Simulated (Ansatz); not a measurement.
**What a change does: single-point calculation on Na6P**

System: Na6P, charge −1.
Method of run 1: RHF-CCSD(T), frozen core/def2-SVPD (Ansatz 0.2.0).

The geometry comes from this level: PBE-D4/def2-SVPD. Text and figures count atoms from 1; the logs count them from 0 in places.

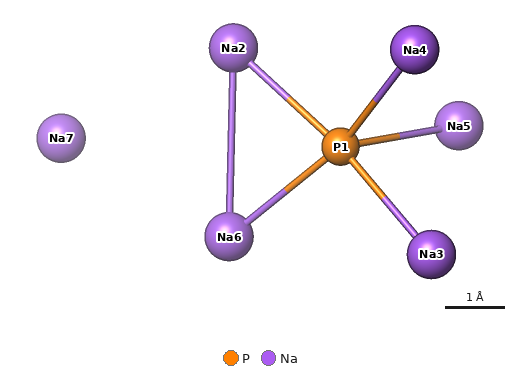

Figure 1. The input geometry (ball-and-stick view, seen at a tilt; atoms are numbered from 1 in the order of the input). Sticks mark near contacts.

Input, run 1:
```yaml
crystal:
  periodic: [false, false, false]
  atoms:
    - {symbol: P, position_ang: [-0.121618, -0.003489, -0.735292]}
    - {symbol: Na, position_ang: [0.991472, 1.429538, 1.259478]}
    - {symbol: Na, position_ang: [-0.960926, -1.639439, -2.680711]}
    - {symbol: Na, position_ang: [0.066927, 1.780795, -2.712217]}
    - {symbol: Na, position_ang: [-2.681142, 0.710452, -0.544001]}
    - {symbol: Na, position_ang: [0.548589, -1.783841, 1.171126]}
    - {symbol: Na, position_ang: [2.156697, -0.494026, 4.241617]}
basis:
  gaussian: {orbitals: def2-SVPD, initial_orbitals: start.molden}
total_charge: -1
correlation: {method: ccsd_t}
scf: {omitted_lower_state_checks: [starts]}
output: {orbitals: {seedname: orbitals}}
```

Command:
```bash
ansatz run in.yaml --threads 4 --pin off --events-out ev --progress --plain --max-ram 4787MiB
```

Hardware: 4 threads of Intel Xeon, 31 GiB of memory available, shared host.

Output (run 1):
```
Functional definition: HF
  exchange = exact_x
  correlation = 0
these checks for a lower state are left out or cut short: starts
1169 factors; integrals over basis functions are off by at most 4.8e-4 eV
mean field evaluation 1: about -35686.0344 eV, gradient 1.4e1 eV
mean field evaluation 2: about -35686.5422 eV, gradient 5.9e-1 eV
mean field evaluation 4: about -35686.9799 eV, gradient 5.5e-2 eV
mean field evaluation 8: about -35686.9818 eV, gradient 1.9e-5 eV
mean field evaluation 16: about -35686.9818 eV, gradient 1.6e-6 eV
mean field evaluation 32: about -35684.9254 eV, gradient 7.6e-1 eV
mean field evaluation 64: about -35684.1243 eV, gradient 1.5e0 eV
mean field -35686.98176239 eV, -1311.4723902630 hartree, gradient 3.9e-6 eV, S^2 0.000000; 1 other end points of the search recorded, 0 dependent functions left out; unrestricted orbitals would lower it
determinant -35686.98176239 eV, -1311.4723902630 hartree, with singles and doubles -35693.85413524 eV, -1311.7249453067 hartree
determinant -35684.83313658 eV, -1311.3934297207 hartree, with singles and doubles -35691.85280501 eV, -1311.6513977773 hartree
11 core orbitals not correlated: weight in the atoms' cores, before any rotation towards them, 1.000 or more for the frozen orbitals, at most 0.000 for the correlated occupied ones
reference -35686.98176239 eV, -1311.4723902630 hartree; 30, 30 occupied and 91, 91 virtual orbitals, 1169 factors
second order -6.37683819 eV of doubles, -0.00000000 eV of singles
cycle   1  -6.80837113 eV  change   -2.0e-1 eV  update   3.7e-2
cycle   2  -6.83103176 eV  change   -2.3e-2 eV  update   9.9e-3
cycle   3  -6.83057644 eV  change    4.6e-4 eV  update   4.5e-3
cycle   4  -6.83207785 eV  change   -1.5e-3 eV  update   2.0e-3
cycle   5  -6.83241922 eV  change   -3.4e-4 eV  update   1.2e-3
cycle   6  -6.83246527 eV  change   -4.6e-5 eV  update   5.8e-4
cycle   7  -6.83245578 eV  change    9.5e-6 eV  update   3.1e-4
cycle   8  -6.83250270 eV  change   -4.7e-5 eV  update   1.4e-4
cycle   9  -6.83250162 eV  change    1.1e-6 eV  update   6.7e-5
perturbative correction -0.53948275 eV, -0.0198256252 hartree
Total energy: -35694.35374675 eV, -1311.7433056913 hartree
Checks for a lower state left out: starts
```

The input of run 2 differs as follows (lines with − go, lines with + come):
```diff
-    - {symbol: P, position_ang: [-0.121618, -0.003489, -0.735292]}
-    - {symbol: Na, position_ang: [0.991472, 1.429538, 1.259478]}
-    - {symbol: Na, position_ang: [-0.960926, -1.639439, -2.680711]}
-    - {symbol: Na, position_ang: [0.066927, 1.780795, -2.712217]}
-    - {symbol: Na, position_ang: [-2.681142, 0.710452, -0.544001]}
-    - {symbol: Na, position_ang: [0.548589, -1.783841, 1.171126]}
-    - {symbol: Na, position_ang: [2.156697, -0.494026, 4.241617]}
+    - {symbol: P, position_ang: [0.063544, 0.529175, 0.549759]}
+    - {symbol: Na, position_ang: [1.480165, -1.538164, -0.436830]}
+    - {symbol: Na, position_ang: [-1.552718, 2.220011, 1.845735]}
+    - {symbol: Na, position_ang: [-0.422640, -4.325894, -1.955349]}
+    - {symbol: Na, position_ang: [2.004068, 1.922511, 1.751790]}
+    - {symbol: Na, position_ang: [0.180239, 2.401178, -1.339034]}
+    - {symbol: Na, position_ang: [-1.752668, -1.208826, -0.416061]}
```

Predict how the results change.

With the same method and basis, run 2 lies 0.03 kcal/mol higher.

Output (run 2):
```
Functional definition: HF
  exchange = exact_x
  correlation = 0
these checks for a lower state are left out or cut short: starts
1169 factors; integrals over basis functions are off by at most 5.4e-4 eV
mean field evaluation 1: about -35686.0268 eV, gradient 1.4e1 eV
mean field evaluation 2: about -35686.5353 eV, gradient 5.9e-1 eV
mean field evaluation 4: about -35686.9750 eV, gradient 5.6e-2 eV
mean field evaluation 8: about -35686.9769 eV, gradient 2.7e-5 eV
mean field evaluation 16: about -35686.9769 eV, gradient 1.6e-6 eV
mean field evaluation 32: about -35684.9387 eV, gradient 7.9e-1 eV
mean field evaluation 64: about -35685.0406 eV, gradient 6.5e0 eV
mean field evaluation 96: about -35685.5514 eV, gradient 5.2e-2 eV
mean field -35686.97685532 eV, -1311.4722099312 hartree, gradient 3.8e-6 eV, S^2 0.000000; 1 other end points of the search recorded, 0 dependent functions left out; unrestricted orbitals would lower it
mean field evaluation 128: about -35687.3909 eV, gradient 6.4e-1 eV
determinant -35686.97685532 eV, -1311.4722099312 hartree, with singles and doubles -35693.85223397 eV, -1311.7248754363 hartree
determinant -35684.82541241 eV, -1311.3931458627 hartree, with singles and doubles -35691.84373328 eV, -1311.6510643974 hartree
11 core orbitals not correlated: weight in the atoms' cores, before any rotation towards them, 1.000 or more for the frozen orbitals, at most 0.000 for the correlated occupied ones
reference -35686.97685532 eV, -1311.4722099312 hartree; 30, 30 occupied and 91, 91 virtual orbitals, 1169 factors
second order -6.37931531 eV of doubles, -0.00000000 eV of singles
cycle   1  -6.81133376 eV  change   -2.0e-1 eV  update   3.7e-2
cycle   2  -6.83388556 eV  change   -2.3e-2 eV  update   9.8e-3
cycle   3  -6.83344672 eV  change    4.4e-4 eV  update   4.5e-3
cycle   4  -6.83494711 eV  change   -1.5e-3 eV  update   2.0e-3
cycle   5  -6.83528244 eV  change   -3.4e-4 eV  update   1.2e-3
cycle   6  -6.83533218 eV  change   -5.0e-5 eV  update   5.8e-4
cycle   7  -6.83532377 eV  change    8.4e-6 eV  update   3.1e-4
cycle   8  -6.83537187 eV  change   -4.8e-5 eV  update   1.4e-4
cycle   9  -6.83537180 eV  change    7.0e-8 eV  update   6.8e-5
perturbative correction -0.54016205 eV, -0.0198505890 hartree
Total energy: -35694.35238916 eV, -1311.7432558007 hartree
Checks for a lower state left out: starts
```

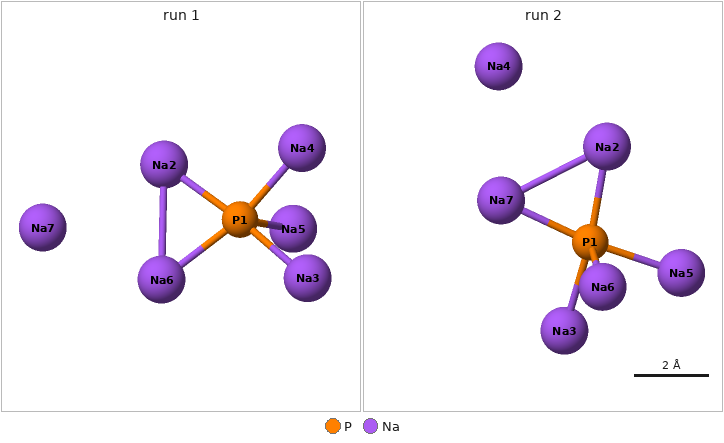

Figure 2. The two input geometries at one scale (ball-and-stick view, seen at a tilt). Na4 moves most after the best rigid fit: 5.05 Å. Largest moves by element: Na 5.05 Å, P 1.00 Å. Among the contacts that change: P1–Na4 2.670 → 5.485 Å, P1–Na7 5.496 → 2.693 Å, Na2–Na6 3.245 → 4.245 Å, Na2–Na7 3.735 → 3.250 Å.

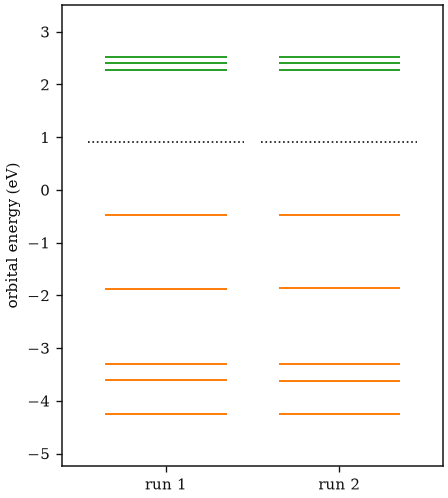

Figure 3. The five highest filled and three lowest empty orbital energies of the two runs; the dotted lines part filled from empty levels. The HOMO–LUMO gap is 2.75 eV in run 1 and 2.75 eV in run 2.

The two runs side by side:

| quantity | run 1 | run 2 |
| --- | --- | --- |
| outcome | converged | converged |
| total energy (hartree) | −1311.743306 | −1311.743256 |
| HOMO (eV) | −0.47 | −0.47 |
| LUMO (eV) | 2.28 | 2.28 |
| wall time (shared host) | 50 s | 40 s |
